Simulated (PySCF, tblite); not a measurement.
**BH7OPSi+: dynamics, then NMR shifts on frames**

Aim: move BH7OPSi+ (`B[PH2+][SiH2]O`) away from its starting geometry and see how NMR shifts follow the geometry.

The runs use tblite 0.8.0 and PySCF 2.14.0, with density-fitted response routines of our own; the level of theory stands in each step. All values are computed, except where a source is named. Atoms are numbered from 0 throughout.

**1. The starting structure**

11 atoms, charge 1, multiplicity 1; geometry from: GFN2-xTB.

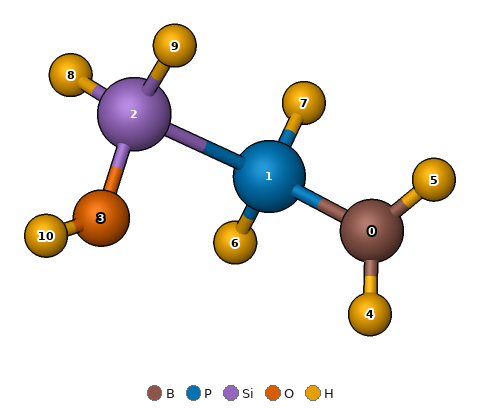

The starting geometry (boron brown, phosphorus blue, silicon purple, oxygen orange, hydrogen amber), atoms numbered.

**2. Dynamics with GFN2-xTB**

What the job is given:

```
{"job": {"kind": "md", "xc": "GFN2-xTB", "basis": "xTB", "temperature": 200, "steps": 2000, "every": 50, "frames": 5}, "charge": 1, "multiplicity": 1}
B      2.047258    -0.360118     0.263042
P      0.632291     0.777999    -0.124098
Si    -1.535730     0.033147     0.272247
O     -1.473747    -1.143799    -0.808870
H      2.430871    -1.092689    -0.557184
H      2.480664    -0.377059     1.344412
H      0.700364     1.204069    -1.431831
H      0.785138     1.974150     0.539163
H     -2.377567     1.164040    -0.091054
H     -1.543715    -0.408683     1.659743
H     -2.140404    -1.768385    -1.091535
```

Method: GFN2-xTB Langevin dynamics, gas phase.

Launch:

```bash
OMP_NUM_THREADS=1 python probes_run.py task.json out
```

The driver reads the jobs from task.json and runs them one after another.

Output:

```text
t/fs     T/K      E/eV
    0.0   175.5   -346.73102
   25.0   124.3   -346.56755
   50.0   139.3   -346.58625
   75.0   147.8   -346.62435
  100.0   115.0   -346.62206
  125.0   106.5   -346.59303
  150.0   121.0   -346.56160
  175.0   164.2   -346.58269
  200.0   164.6   -346.60632
  225.0   204.1   -346.60534
  250.0   225.9   -346.59185
  275.0   146.4   -346.53343
  300.0   185.7   -346.51124
  325.0   114.5   -346.46518
  350.0   170.5   -346.50618
  375.0   173.2   -346.51288
  400.0   164.9   -346.49222
  425.0   179.6   -346.48456
  450.0   227.6   -346.55665
  475.0   208.8   -346.54252
  500.0   199.8   -346.58495
  525.0   178.8   -346.52944
  550.0   221.1   -346.50680
  575.0   231.4   -346.53029
  600.0   179.1   -346.56607
  625.0   146.5   -346.52441
  650.0   188.5   -346.58834
  675.0   169.6   -346.46143
  700.0   239.2   -346.49352
  725.0   174.2   -346.51811
  750.0   181.2   -346.52844
  775.0   233.3   -346.59645
  800.0   195.3   -346.43337
  825.0   156.4   -346.41334
  850.0   236.1   -346.59129
  875.0   189.0   -346.43533
  900.0   278.9   -346.57826
  925.0   127.0   -346.34257
  950.0   247.8   -346.51241
  975.0   255.5   -346.50086
 1000.0   242.3   -346.52142
```

Run time: 26 s. Hardware: 1 thread, shared host.

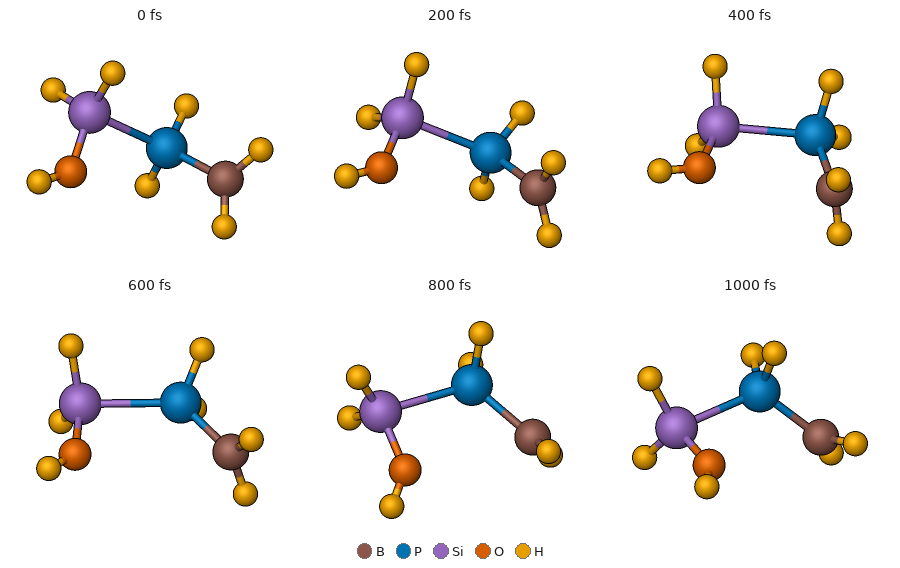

Frames of the run.

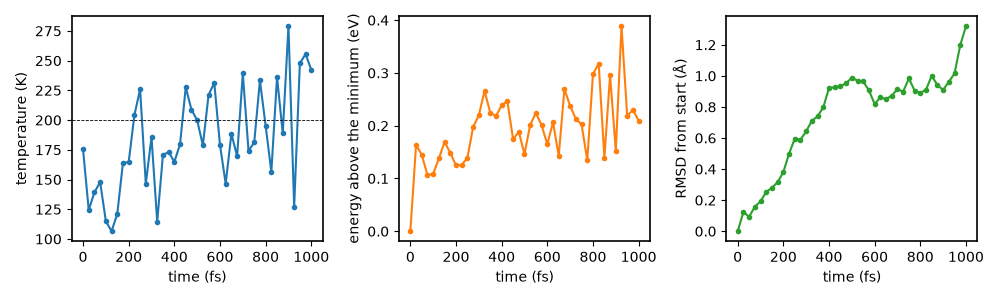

Temperature, potential energy and distance from the start.

Positions (Å) and forces (eV/Å) at 1000 fs:

```xyz
11

B     1.494    0.254   -0.090    0.224    0.429    0.295
P    -0.308    0.335    0.336    0.122   -1.077    0.371
Si   -1.884   -0.876   -0.845   -0.647   -0.932    0.818
O    -0.990   -2.204   -0.791    0.299   -0.312   -0.045
H     2.019    1.067   -0.734   -0.204    0.075   -0.270
H     2.185   -0.488    0.456    0.088   -0.492    0.082
H    -0.642    1.606    0.555   -0.340    1.016    0.036
H    -0.497   -0.164    1.636    0.175    0.174   -0.464
H    -2.153   -0.321   -2.145    0.083    0.179   -0.246
H    -3.022   -1.021    0.127    0.509    0.238   -0.497
H    -0.957   -3.167   -0.887   -0.309    0.702   -0.081
```

**3. NMR shieldings: 250 fs, PBE0/pcSseg-1**

What the job is given:

```
{"job": {"kind": "nmr", "xc": "PBE0", "basis": "pcSseg-1", "pop": false}, "charge": 1, "multiplicity": 1}
B      1.461000    -1.292900     0.212400
P      0.635700     0.333100     0.026200
Si    -1.715300     0.077000    -0.070300
O     -1.655000    -1.389800    -0.717700
H      2.231900    -1.733000    -0.551400
H      1.088900    -1.858300     1.151900
H      1.193000     1.298600    -0.826000
H      0.796800     0.967100     1.234700
H     -2.145700     1.089200    -0.950600
H     -2.243400     0.162300     1.259600
H     -2.327400    -1.976000    -1.032400
```

Level: GIAO PBE0/pcSseg-1 NMR shielding, non-relativistic, gas phase.

Output:

```text
coarse grid: 9760 points
cycle   1  E = -734.3286372769  dE =  5.410e-01  |g| = 7.018e-01  |ddm| = 2.846e+00
cycle   2  E = -734.1857437735  dE =  1.429e-01  |g| = 1.119e+00  |ddm| = 1.453e+00
cycle   3  E = -734.4201142388  dE = -2.344e-01  |g| = 7.167e-02  |ddm| = 1.026e+00
cycle   4  E = -734.4211736336  dE = -1.059e-03  |g| = 2.366e-02  |ddm| = 1.045e-01
cycle   5  E = -734.4213127610  dE = -1.391e-04  |g| = 4.316e-03  |ddm| = 3.132e-02
cycle   6  E = -734.4213169773  dE = -4.216e-06  |g| = 5.969e-04  |ddm| = 5.040e-03
final grid: 83872 points
cycle   7  E = -734.4524458792  dE = -2.066e-05  |g| = 6.242e-03  |ddm| = 1.740e-02
cycle   8  E = -734.4524412812  dE =  4.598e-06  |g| = 8.300e-03  |ddm| = 1.071e-02
cycle   9  E = -734.4524533391  dE = -1.206e-05  |g| = 9.005e-04  |ddm| = 6.132e-03
cycle  10  E = -734.4524535147  dE = -1.756e-07  |g| = 9.409e-05  |ddm| = 8.744e-04
cycle  11  E = -734.4524535176  dE = -2.886e-09  |g| = 2.689e-05  |ddm| = 1.694e-04
cycle  12  E = -734.4524535178  dE = -2.269e-10  |g| = 5.499e-06  |ddm| = 4.170e-05
converged SCF energy = -734.4524535178

GIAO shielding tensors (ppm)
atom      isotropic    diamagn.    paramagn.     s11        s22        s33       span
  0 B        5.510     197.384    -191.874    -72.312    -58.509    147.351    219.664
  1 P      485.123     971.832    -486.709    433.991    469.434    551.945    117.953
  2 Si     346.231     877.708    -531.477    311.664    319.012    408.016     96.352
  3 O      317.835     389.935     -72.100    271.873    304.187    377.445    105.572
  4 H       22.201      27.568      -5.367     14.875     25.448     26.280     11.405
  5 H       22.331      28.524      -6.192     12.696     26.265     28.033     15.337
  6 H       26.043      29.330      -3.288     22.099     22.748     33.280     11.181
  7 H       26.898      30.848      -3.949     22.426     24.867     33.403     10.977
  8 H       26.007      28.186      -2.179     22.974     24.078     30.967      7.993
  9 H       25.533      27.726      -2.193     22.479     23.780     30.338      7.859
 10 H       29.348      29.260       0.088     21.188     22.063     44.792     23.604
```

Wall time 19 s (1 thread, shared host).

The references, computed at this level on geometries of the same kind, shield at (ppm): ¹H TMS 31.72, ²⁹Si TMS 349.2, ¹⁷O H2O 336.1, ³¹P H3PO4 318.4, ¹¹B BF3·OEt2 100.1. Their shielding less the atom's gives the shift. The references are single molecules in the gas phase, so shifts against H2O, NH3, PH3, H3PO4 or CFCl3 are not on the usual liquid scales and can be off by tens of ppm. Each atom is listed at this fixed geometry, with no averaging over motion; a spectrum would average atoms that exchange fast.

| atoms | environment | σ (ppm) | δ (ppm) |
| --- | --- | --- | --- |
| H4 | hydrogen on a boron bonded to P | 22.20 | 9.52 |
| H5 | hydrogen on a boron bonded to P | 22.33 | 9.39 |
| H9 | hydrogen on a silicon bonded to O, P | 25.53 | 6.18 |
| H8 | hydrogen on a silicon bonded to O, P | 26.01 | 5.71 |
| H6 | hydrogen on a phosphorus bonded to B, Si | 26.04 | 5.67 |
| H7 | hydrogen on a phosphorus bonded to B, Si | 26.90 | 4.82 |
| H10 | hydrogen on an oxygen bonded to Si | 29.35 | 2.37 |
| B0 | boron bonded to P, 2 H | 5.5 | 94.6 |
| P1 | phosphorus bonded to B, Si, 2 H | 485.1 | -166.7 |
| Si2 | silicon bonded to O, P, 2 H | 346.2 | 2.9 |
| O3 | oxygen bonded to Si, H | 317.8 | 18.2 |

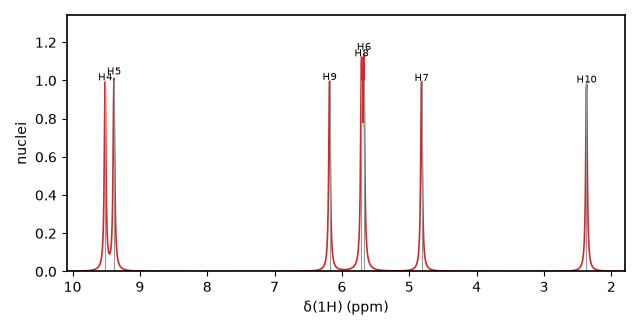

¹H lines at the computed shifts, without couplings. Lines are broadened to a width of 0.03 ppm (Lorentzian).

**4. NMR shieldings: 425 fs, PBE0/pcSseg-1**

What the job is given:

```
{"job": {"kind": "nmr", "xc": "PBE0", "basis": "pcSseg-1", "pop": false}, "charge": 1, "multiplicity": 1}
B      1.448600    -1.554400     0.077200
P      0.678400     0.135800     0.438700
Si    -1.573600     0.092400    -0.378500
O     -1.610900    -1.466200    -0.784500
H      2.109800    -1.847300    -0.781000
H      1.154200    -2.391800     0.793300
H      1.366800     1.204600    -0.054400
H      0.706200     0.213300     1.817300
H     -1.564200     0.891300    -1.554900
H     -2.295500     0.303500     0.854500
H     -2.234800    -2.112400    -0.996500
```

Method: GIAO PBE0/pcSseg-1 NMR shielding, non-relativistic, gas phase.

Output:

```text
coarse grid: 9760 points
cycle   1  E = -734.3176236007  dE =  5.227e-01  |g| = 7.224e-01  |ddm| = 2.844e+00
cycle   2  E = -734.1579782403  dE =  1.596e-01  |g| = 1.167e+00  |ddm| = 1.654e+00
cycle   3  E = -734.4156897007  dE = -2.577e-01  |g| = 7.134e-02  |ddm| = 1.211e+00
cycle   4  E = -734.4166985357  dE = -1.009e-03  |g| = 2.508e-02  |ddm| = 1.082e-01
cycle   5  E = -734.4168562967  dE = -1.578e-04  |g| = 4.466e-03  |ddm| = 3.260e-02
cycle   6  E = -734.4168610516  dE = -4.755e-06  |g| = 7.181e-04  |ddm| = 5.331e-03
final grid: 83872 points
cycle   7  E = -734.4478591882  dE = -2.016e-05  |g| = 6.059e-03  |ddm| = 1.806e-02
cycle   8  E = -734.4478557536  dE =  3.435e-06  |g| = 7.808e-03  |ddm| = 1.109e-02
cycle   9  E = -734.4478666383  dE = -1.088e-05  |g| = 9.192e-04  |ddm| = 6.255e-03
cycle  10  E = -734.4478668247  dE = -1.864e-07  |g| = 9.815e-05  |ddm| = 9.203e-04
cycle  11  E = -734.4478668276  dE = -2.892e-09  |g| = 2.469e-05  |ddm| = 1.582e-04
cycle  12  E = -734.4478668278  dE = -1.793e-10  |g| = 5.459e-06  |ddm| = 3.689e-05
converged SCF energy = -734.4478668278

GIAO shielding tensors (ppm)
atom      isotropic    diamagn.    paramagn.     s11        s22        s33       span
  0 B        3.632     195.434    -191.802    -81.756    -53.645    146.296    228.052
  1 P      476.529     971.491    -494.962    426.024    481.225    522.337     96.313
  2 Si     355.334     877.085    -521.752    322.415    325.154    418.431     96.016
  3 O      325.545     389.537     -63.992    283.394    319.103    374.140     90.746
  4 H       22.406      28.827      -6.421     13.888     25.671     27.658     13.770
  5 H       22.648      29.085      -6.436     13.579     26.311     28.055     14.475
  6 H       26.872      30.389      -3.517     22.725     23.832     34.058     11.333
  7 H       26.188      30.226      -4.037     22.057     23.802     32.705     10.648
  8 H       25.517      27.712      -2.195     22.132     23.812     30.606      8.473
  9 H       25.047      27.395      -2.348     21.804     23.631     29.706      7.903
 10 H       29.705      30.837      -1.132     21.726     22.424     44.965     23.239
```

Run time: 20 s. Hardware: 1 thread, shared host.

In short: δ B0 96.4, P1 -158.2, Si2 -6.2, O3 10.5, H4 9.31, H5 9.07 ppm.

**5. Nuclear shieldings: 625 fs, PBE0/pcSseg-1**

What the job is given:

```
{"job": {"kind": "nmr", "xc": "PBE0", "basis": "pcSseg-1", "pop": false}, "charge": 1, "multiplicity": 1}
B      2.221900    -1.147900     0.412300
P      0.732800    -0.001000     0.547500
Si    -1.383100    -0.233000    -0.526200
O     -1.002400    -1.663400    -1.138600
H      2.696600    -1.246200    -0.666600
H      2.585900    -1.855800     1.232500
H      1.150100     1.292100     0.179500
H      0.441800     0.217700     1.872800
H     -1.249300     0.820800    -1.467100
H     -2.533000    -0.227100     0.284400
H     -1.622900    -2.262300    -1.596100
```

Level: GIAO PBE0/pcSseg-1 NMR shielding, non-relativistic, gas phase.

Output:

```text
coarse grid: 9760 points
cycle   1  E = -734.3204894172  dE =  4.889e-01  |g| = 7.075e-01  |ddm| = 2.832e+00
cycle   2  E = -734.1630379723  dE =  1.575e-01  |g| = 1.153e+00  |ddm| = 1.525e+00
cycle   3  E = -734.4145178793  dE = -2.515e-01  |g| = 7.528e-02  |ddm| = 1.099e+00
cycle   4  E = -734.4156869726  dE = -1.169e-03  |g| = 2.431e-02  |ddm| = 1.079e-01
cycle   5  E = -734.4158330633  dE = -1.461e-04  |g| = 4.871e-03  |ddm| = 3.248e-02
cycle   6  E = -734.4158385188  dE = -5.455e-06  |g| = 6.923e-04  |ddm| = 5.671e-03
final grid: 83872 points
cycle   7  E = -734.4466648312  dE = -2.059e-05  |g| = 6.274e-03  |ddm| = 1.781e-02
cycle   8  E = -734.4466600465  dE =  4.785e-06  |g| = 8.383e-03  |ddm| = 1.100e-02
cycle   9  E = -734.4466725089  dE = -1.246e-05  |g| = 9.613e-04  |ddm| = 6.381e-03
cycle  10  E = -734.4466727078  dE = -1.989e-07  |g| = 9.353e-05  |ddm| = 9.237e-04
cycle  11  E = -734.4466727104  dE = -2.576e-09  |g| = 3.366e-05  |ddm| = 1.599e-04
cycle  12  E = -734.4466727107  dE = -3.357e-10  |g| = 6.683e-06  |ddm| = 4.905e-05
converged SCF energy = -734.4466727107

GIAO shielding tensors (ppm)
atom      isotropic    diamagn.    paramagn.     s11        s22        s33       span
  0 B        2.660     194.951    -192.291    -88.515    -47.818    144.312    232.827
  1 P      503.527     971.427    -467.900    448.579    504.972    557.030    108.451
  2 Si     334.923     877.865    -542.942    293.071    305.507    406.192    113.121
  3 O      300.979     388.275     -87.296    232.329    296.035    374.573    142.245
  4 H       22.464      27.363      -4.899     14.961     25.514     26.916     11.955
  5 H       22.048      27.635      -5.588     13.951     25.673     26.518     12.567
  6 H       26.547      30.082      -3.535     22.288     23.672     33.680     11.393
  7 H       27.089      30.577      -3.488     23.292     23.539     34.435     11.143
  8 H       25.645      28.742      -3.097     22.452     24.244     30.238      7.786
  9 H       25.874      28.076      -2.202     22.824     23.631     31.166      8.342
 10 H       28.468      27.343       1.125     20.559     22.165     42.681     22.123
```

It took 19 s on 1 thread, shared host.

This run: δ B0 97.4, P1 -185.2, Si2 14.2, O3 35.1, H5 9.67, H4 9.25 ppm.

**6. Shielding tensors: 800 fs, PBE0/pcSseg-1**

What the job is given:

```
{"job": {"kind": "nmr", "xc": "PBE0", "basis": "pcSseg-1", "pop": false}, "charge": 1, "multiplicity": 1}
B      1.938900    -0.436600     0.202400
P      0.179900     0.306600     0.479300
Si    -1.637300    -0.639400    -0.672700
O     -0.647900    -1.760900    -1.304500
H      2.630800     0.277200    -0.375600
H      2.260000    -1.519000     0.519600
H      0.156500     1.709900     0.308600
H     -0.191100     0.304700     1.810900
H     -2.070100     0.347600    -1.605400
H     -2.575800    -1.174100     0.167100
H     -0.629800    -2.356300    -2.044700
```

With the program's defaults for keys left out, this is: GIAO PBE0/pcSseg-1 NMR shielding, non-relativistic, gas phase.

Output:

```text
coarse grid: 9760 points
cycle   1  E = -734.3227355832  dE =  4.723e-01  |g| = 7.100e-01  |ddm| = 2.827e+00
cycle   2  E = -734.1686152678  dE =  1.541e-01  |g| = 1.147e+00  |ddm| = 1.532e+00
cycle   3  E = -734.4157771511  dE = -2.472e-01  |g| = 7.338e-02  |ddm| = 1.114e+00
cycle   4  E = -734.4168854034  dE = -1.108e-03  |g| = 2.343e-02  |ddm| = 1.050e-01
cycle   5  E = -734.4170211914  dE = -1.358e-04  |g| = 4.771e-03  |ddm| = 3.170e-02
cycle   6  E = -734.4170262739  dE = -5.083e-06  |g| = 6.605e-04  |ddm| = 5.658e-03
final grid: 83872 points
cycle   7  E = -734.4479454281  dE = -1.947e-05  |g| = 6.094e-03  |ddm| = 1.706e-02
cycle   8  E = -734.4479413540  dE =  4.074e-06  |g| = 8.035e-03  |ddm| = 1.085e-02
cycle   9  E = -734.4479527283  dE = -1.137e-05  |g| = 9.384e-04  |ddm| = 6.168e-03
cycle  10  E = -734.4479529213  dE = -1.930e-07  |g| = 8.805e-05  |ddm| = 9.210e-04
cycle  11  E = -734.4479529234  dE = -2.159e-09  |g| = 2.616e-05  |ddm| = 1.442e-04
cycle  12  E = -734.4479529236  dE = -1.839e-10  |g| = 5.778e-06  |ddm| = 3.954e-05
converged SCF energy = -734.4479529236

GIAO shielding tensors (ppm)
atom      isotropic    diamagn.    paramagn.     s11        s22        s33       span
  0 B        4.090     195.415    -191.326    -82.329    -45.170    139.768    222.097
  1 P      490.933     971.275    -480.342    425.065    485.214    562.520    137.454
  2 Si     341.459     877.591    -536.131    305.210    321.550    397.618     92.408
  3 O      313.181     392.153     -78.972    253.399    305.106    381.038    127.639
  4 H       22.517      28.372      -5.854     14.217     26.072     27.264     13.047
  5 H       22.119      27.505      -5.385     14.239     25.248     26.871     12.632
  6 H       26.123      29.931      -3.808     22.342     22.947     33.078     10.735
  7 H       26.707      30.038      -3.330     22.515     24.111     33.496     10.981
  8 H       25.739      27.912      -2.173     22.696     23.981     30.540      7.844
  9 H       26.369      28.377      -2.008     23.235     24.185     31.687      8.452
 10 H       28.974      29.649      -0.675     21.097     21.809     44.015     22.918
```

It took 17 s on 1 thread, shared host.

This run: δ B0 96.0, P1 -172.6, Si2 7.7, O3 22.9, H5 9.60, H4 9.20 ppm.

**7. Nuclear shieldings: 1000 fs, PBE0/pcSseg-1**

What the job is given:

```
{"job": {"kind": "nmr", "xc": "PBE0", "basis": "pcSseg-1", "pop": false}, "charge": 1, "multiplicity": 1}
B      1.494100     0.254200    -0.090400
P     -0.307900     0.334800     0.335800
Si    -1.883800    -0.876200    -0.845300
O     -0.989700    -2.203900    -0.791000
H      2.018700     1.067100    -0.734100
H      2.184800    -0.487800     0.455800
H     -0.642500     1.606400     0.555200
H     -0.497100    -0.164200     1.636200
H     -2.152900    -0.321100    -2.145000
H     -3.022300    -1.020600     0.127000
H     -0.957300    -3.167300    -0.886800
```

Method: GIAO PBE0/pcSseg-1 NMR shielding, non-relativistic, gas phase.

Output:

```text
coarse grid: 9760 points
cycle   1  E = -734.3204326028  dE =  5.338e-01  |g| = 7.111e-01  |ddm| = 2.839e+00
cycle   2  E = -734.1688006388  dE =  1.516e-01  |g| = 1.146e+00  |ddm| = 1.498e+00
cycle   3  E = -734.4142893197  dE = -2.455e-01  |g| = 7.439e-02  |ddm| = 1.086e+00
cycle   4  E = -734.4154472694  dE = -1.158e-03  |g| = 2.475e-02  |ddm| = 1.103e-01
cycle   5  E = -734.4156034349  dE = -1.562e-04  |g| = 4.513e-03  |ddm| = 3.262e-02
cycle   6  E = -734.4156082316  dE = -4.797e-06  |g| = 6.609e-04  |ddm| = 5.205e-03
final grid: 83872 points
cycle   7  E = -734.4468753244  dE = -2.027e-05  |g| = 6.287e-03  |ddm| = 1.744e-02
cycle   8  E = -734.4468705841  dE =  4.740e-06  |g| = 8.358e-03  |ddm| = 1.062e-02
cycle   9  E = -734.4468829469  dE = -1.236e-05  |g| = 9.376e-04  |ddm| = 6.262e-03
cycle  10  E = -734.4468831368  dE = -1.899e-07  |g| = 9.482e-05  |ddm| = 9.057e-04
cycle  11  E = -734.4468831397  dE = -2.850e-09  |g| = 3.165e-05  |ddm| = 1.643e-04
cycle  12  E = -734.4468831400  dE = -2.981e-10  |g| = 6.194e-06  |ddm| = 4.408e-05
converged SCF energy = -734.4468831400

GIAO shielding tensors (ppm)
atom      isotropic    diamagn.    paramagn.     s11        s22        s33       span
  0 B        0.096     195.273    -195.177    -91.545    -56.425    148.259    239.804
  1 P      490.471     972.087    -481.615    459.338    478.911    533.165     73.826
  2 Si     363.238     876.539    -513.301    324.624    347.514    417.577     92.953
  3 O      310.179     393.167     -82.988    250.295    315.493    364.748    114.453
  4 H       22.086      28.305      -6.219     14.133     25.610     26.516     12.384
  5 H       22.265      28.833      -6.568     13.954     26.224     26.618     12.664
  6 H       27.934      31.494      -3.560     23.147     24.672     35.985     12.838
  7 H       25.923      30.422      -4.499     22.304     23.110     32.354     10.050
  8 H       25.432      26.437      -1.005     22.341     23.483     30.473      8.132
  9 H       24.535      25.564      -1.029     21.808     22.641     29.156      7.347
 10 H       27.099      28.463      -1.365     19.893     20.371     41.032     21.140
```

Run time: 17 s. Hardware: 1 thread, shared host.

Key values: δ B0 100.0, P1 -172.1, Si2 -14.1, O3 25.9, H4 9.63, H5 9.45 ppm.

**8. Run by run: NMR shifts**

Shifts (ppm) of some atoms, chosen among heavy atoms and hydrogens apart, with basis size and wall time:

```
  frame    H9    H6   H10     B0      P1    Si2    O3  functions  time
 250 fs  6.18  5.67  2.37   94.6  -166.7    2.9  18.2        117  19 s
 425 fs  6.67  4.85  2.01   96.4  -158.2   -6.2  10.5        117  20 s
 625 fs  5.84  5.17  3.25   97.4  -185.2   14.2  35.1        117  19 s
 800 fs  5.35  5.59  2.74   96.0  -172.6    7.7  22.9        117  17 s
1000 fs  7.18  3.78  4.62  100.0  -172.1  -14.1  25.9        117  17 s
```

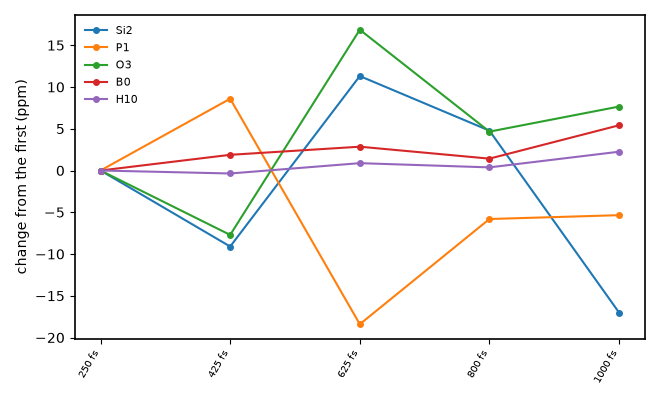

How five of the tabulated atoms move from run to run.

**9. Summary of results**

| quantity | value |
| --- | --- |
| thermostat | 200 K |
| mean temperature, second half | 203 K |
| mean potential energy above the minimum | 0.22 eV |
| ¹H shifts against TMS (PBE0/pcSseg-1, 250 fs) | 9.52, 9.39, 6.18, 5.71, 5.67, 4.82, 2.37 ppm |
| ¹¹B shifts against BF3·OEt2 (PBE0/pcSseg-1, 250 fs) | 94.6 ppm |
| ³¹P shifts against H3PO4 (PBE0/pcSseg-1, 250 fs) | -166.7 ppm |
| ²⁹Si shifts against TMS (PBE0/pcSseg-1, 250 fs) | 2.9 ppm |
| ¹⁷O shifts against H2O (PBE0/pcSseg-1, 250 fs) | 18.2 ppm |
| range of the shift of Si2 | -14.1 to 14.2 ppm |

In the second half the potential energy averages 0.22 eV above the minimum; equipartition over 27 harmonic modes at 200 K would give 0.23 eV. With 11 atoms the temperature swings widely (106 to 279 K). Shifts at one fixed geometry are not the observed spectrum, which averages over the motion. In the first frame run (250 fs): The widest tensor belongs to B0: span 220 ppm, with a paramagnetic part of -192 ppm. In ppm, Si2 moves most: its shift spreads over 28.3 ppm, from -14.1 (1000 fs) to 14.2 (625 fs).
